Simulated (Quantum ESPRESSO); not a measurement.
# Commensurate spirals of MnRh, part 2 of 2

Wanted: E(q) of MnRh at simple fractions of a reciprocal vector.

Quantum ESPRESSO 7.5; LDA; plane waves with GBRV 1.5 LDA potentials, no spin-orbit coupling, flat spiral in a supercell.

So far: Set-up; Parallel moments, one cell; One turn in 2 cells along the input cell's c; One turn in 3 cells along the input cell's c.

### Step 5. One turn in 4 cells along the input cell's c

Neighbouring cells are turned by 90° in the xy plane; the cell holds 8 atoms.

Input file pw.in:

```
&CONTROL
  calculation = 'scf'
  prefix = 'pwscf'
  outdir = './tmp'
  pseudo_dir = './pseudo'
  disk_io = 'nowf'
/
&SYSTEM
  ibrav = 0
  nat = 8
  ntyp = 8
  ecutwfc = 34
  ecutrho = 238
  nbnd = 148
  occupations = 'smearing'
  smearing = 'fd'
  degauss = 0.00734986
  noncolin = .true.
  starting_magnetization(1) = 0.2333
  angle1(1) = 90
  angle2(1) = 0
  starting_magnetization(2) = 0.2333
  angle1(2) = 90
  angle2(2) = 90
  starting_magnetization(3) = 0.2333
  angle1(3) = 90
  angle2(3) = 180
  starting_magnetization(4) = 0.2333
  angle1(4) = 90
  angle2(4) = -90
  starting_magnetization(5) = 0
  starting_magnetization(6) = 0
  starting_magnetization(7) = 0
  starting_magnetization(8) = 0
/
&ELECTRONS
  conv_thr = 8d-08
  electron_maxstep = 150
  mixing_beta = 0.3
/
ATOMIC_SPECIES
Mn1    54.9380 mn_lda_v1.5.uspp.F.UPF
Mn2    54.9380 mn_lda_v1.5.uspp.F.UPF
Mn3    54.9380 mn_lda_v1.5.uspp.F.UPF
Mn4    54.9380 mn_lda_v1.5.uspp.F.UPF
Rh1   102.9055 rh_lda_v1.4.uspp.F.UPF
Rh2   102.9055 rh_lda_v1.4.uspp.F.UPF
Rh3   102.9055 rh_lda_v1.4.uspp.F.UPF
Rh4   102.9055 rh_lda_v1.4.uspp.F.UPF
CELL_PARAMETERS bohr
   5.7523263234    0.0000000000    0.0000000000
   0.0000000000    5.7523263234    0.0000000000
   0.0000000000    0.0000000000   23.0093052934
ATOMIC_POSITIONS crystal
Mn1     0.0000000000    0.0000000000    0.0000000000
Mn2     0.0000000000    0.0000000000    0.2500000000
Mn3     0.0000000000    0.0000000000    0.5000000000
Mn4     0.0000000000    0.0000000000    0.7500000000
Rh1     0.5000000000    0.5000000000    0.1250000000
Rh2     0.5000000000    0.5000000000    0.3750000000
Rh3     0.5000000000    0.5000000000    0.6250000000
Rh4     0.5000000000    0.5000000000    0.8750000000
K_POINTS automatic
6 6 3 0 0 0
```

Run with:

```
$ OMP_NUM_THREADS=1 mpirun -n 4 pw.x -nk 4 -in pw.in > pw.out
```

The program printed:

```text
     [... lines left out ...]
Program PWSCF v.7.5 starts
     [... lines left out ...]
     number of atoms/cell      =            8
     [... lines left out ...]
     number of electrons       =       120.00
     number of Kohn-Sham states=          148
     kinetic-energy cutoff     =      34.0000  Ry
     charge density cutoff     =     238.0000  Ry
     scf convergence threshold =      8.0E-08
     [... lines left out ...]
     Noncollinear calculation without spin-orbit
     [... lines left out ...]
      2 Sym. Ops. (no inversion) found
     [... lines left out ...]
     number of k points=    72  Fermi-Dirac smearing, width (Ry)=  0.0073
     [... lines left out ...]
     iteration # 24     ecut=    34.00 Ry     beta= 0.30
     [... lines left out ...]
     atom number    1 relative position :    0.0000   0.0000   0.0000
     [... lines left out ...]
     magnetization :          3.421775   -0.000427    0.000000
     [... lines left out ...]
     atom number    2 relative position :    0.0000   0.0000   1.0000
[...]
magnetization :         -0.000447    3.421989   -0.000000
[...]
atom number    3 relative position :    0.0000   0.0000   2.0000
[...]
magnetization :         -3.421784    0.000359    0.000000
[...]
atom number    4 relative position :    0.0000   0.0000   3.0000
[...]
magnetization :          0.000349   -3.421947   -0.000000
     [... lines left out ...]
     atom number    5 relative position :    0.5000   0.5000   0.5000
     [... lines left out ...]
     magnetization :          0.266140    0.266200   -0.000000
     [... lines left out ...]
     atom number    6 relative position :    0.5000   0.5000   1.5000
     [... lines left out ...]
     magnetization :         -0.266199    0.266266   -0.000000
     [... lines left out ...]
     atom number    7 relative position :    0.5000   0.5000   2.5000
     [... lines left out ...]
     magnetization :         -0.266146   -0.266258   -0.000000
     [... lines left out ...]
     atom number    8 relative position :    0.5000   0.5000   3.5000
     [... lines left out ...]
     magnetization :          0.266233   -0.266308   -0.000000
     [... lines left out ...]
     the Fermi energy is    17.5041 ev
!    total energy              =   -1530.01434396 Ry
     estimated scf accuracy    <       0.00000006 Ry
     smearing contrib. (-TS)   =      -0.01960786 Ry
     [... lines left out ...]
     total magnetization       =    -0.00    -0.00    -0.00 Bohr mag/cell
     absolute magnetization    =    15.96 Bohr mag/cell
     convergence has been achieved in  24 iterations
```

Run time: 11 min. Hardware: 4 MPI ranks of Arm Neoverse V2, shared host; peak memory 1.7 GiB; 45 min of CPU time.

This step gave:

* smearing term TS: 0.2668 eV
* magnetization: 0, 0, 0 μB
* absolute magnetization: 15.96 μB
* final state: non-collinear
* largest moment: 3.422 μB

### Step 6. What a mistake does

As a test, an input with a fault in it is run.

Input file pw.in:

```
&CONTROL
  calculation = 'scf'
  prefix = 'pwscf'
  outdir = './tmp'
  pseudo_dir = './pseudo'
  disk_io = 'nowf'
/
&SYSTEM
  ibrav = 0
  nat = 2
  ntyp = 2
  ecutwfc = 34
  ecutrho = 238
  nbnd = 24
  occupations = 'smearing'
  smearing = 'fd'
  degauss = 0.00734986
  nspin = 2
  starting_magnetization(1) = 0.2333
  starting_magnetization(2) = 0
/
&ELECTRONS
  conv_thr = 2d-08
  electron_maxstep = 60
  mixing_beta = 0.3
/
ATOMIC_SPECIES
Mn     54.9380 mn_lda_v1.5.uspp.F.UPF
Rh    102.9055 rh_lda_v1.4.uspp.F.UPF
CELL_PARAMETERS angstrom
   3.0440000000    0.0000000000    0.0000000000
   0.0000000000    3.0440000000    0.0000000000
   0.0000000000    0.0000000000    3.0440000000
ATOMIC_POSITIONS crystal
Mn      0.0000000000    0.0000000000    0.0000000000
Rh      0.5000000000    0.5000000000    0.5000000000
K_POINTS automatic
6 6 6 0 0 0
HUBBARD {ortho-atomic}
U Mn-6f 5.0
```

The program printed:

```text
     [... lines left out ...]
Program PWSCF v.7.5 starts
     [... lines left out ...]
     Error in routine determine_hubbard_occ (1):
     Mismatch between the requested and available manifolds
 %%%%%%%%%%%%%%%%%%%%%%%%%%%%%%%%%%%%%%%%%%%%%%%%%%%%%%%%%%%%%%%%%%%%%%%%%%%%%%
     stopping ...
```

Wall time 0.62 s (4 MPI ranks); peak memory 0.05 GiB.

The input was rejected at the start.

The program's message: “determine_hubbard_occ (1): Mismatch between the requested and available manifolds”

The fault put into the input: a U on a shell that the file lacks.

### Step 7. The spirals together

Spirals:

| q along the reciprocal vector | energy less that at q = 0 (meV a seeded atom) | largest site moment (μB) | typed angles kept | CPU time (s) |
| --- | --- | --- | --- | --- |
| 0 | 0 | 3.387 | yes | 116.5 |
| 0.25 | 26.12 | 3.422 | yes | 2716 |
| 0.3333 | 44.93 | 3.423 | yes | 1667 |
| 0.5 | 78.61 | 3.423 | yes | 450.8 |

Energy less that at q = 0, self-consistent against path:

| path (Å⁻¹) | energy less that at q = 0, self-consistent (meV a seeded atom) |
| --- | --- |
| 0.000 | 0 |
| 0.516 | 26.1 |
| 0.688 | 44.9 |
| 1.032 | 78.6 |

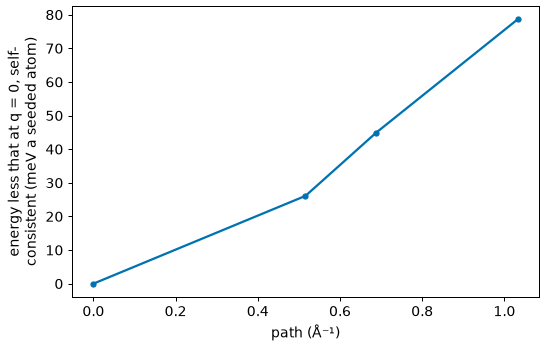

Energy less that at q = 0, self-consistent against path.

### Step 8. Summary of results

```
lowest point  : q = 0 along c*, 0 meV a seeded atom
highest point : q = 0.5, 78.6 meV a seeded atom
```

In words: No spiral that was tried lies under the parallel state. The moment changes by 1.0 % between the spirals. The cell of 4 repeats took 23 times the CPU time of the single cell, though its mesh is shorter in proportion. Here c and c* are vectors of the cell in the input, which need not be the conventional cell, and only this direction was probed. The mesh is coarse, so differences of some ten meV can be noise in a metal. Energies are free energies at an electronic temperature of 1160 K, which lowers moments and differences where the moments are itinerant. The cutoff lies under the 40 Ry that these files are usually run at.

[Logs and program files are shortened in this print: banners, set-up blocks, solver, clock and traceback lines can be left out without a mark of their own.]

[Logs are printed without paths, hosts, clocks, repeated set-up lines and the standing remarks that a program may print on its own settings, such as how far it seeks lower states.]

[Hosts, paths, dates, database ids (printed as entryN), source tags and the programs' standing remarks are cut or masked in the printed files.]

[Where a cell is said to come from a database of computed structures, the database is the Materials Project.]
